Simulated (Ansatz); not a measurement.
# Ge (diamond structure), cut as [100] fin, 1.15 nm along [100] by 0.58 nm along [010]

All values below come from PBE (plane waves to 420 eV, PAW; Ansatz, a quantum-chemistry and plane-wave program).

k-points: Γ-centred 1×1×5 mesh; occupations: Fermi-Dirac, 0.020 eV; spin polarisation not allowed. Spin-orbit coupling is left out.

 The relaxation kept the symmetry of its start, so a lower minimum of less symmetry isn't excluded. The period along the axis is held at the bulk value.

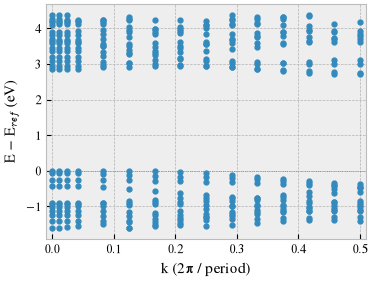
Figure: Levels along the axis at 15 k-points, drawn as points, zero at the top of the valence band

Electronic character: not metallic; Kohn-Sham band gap: 2.71 eV. Only levels within the plotted window are shown.
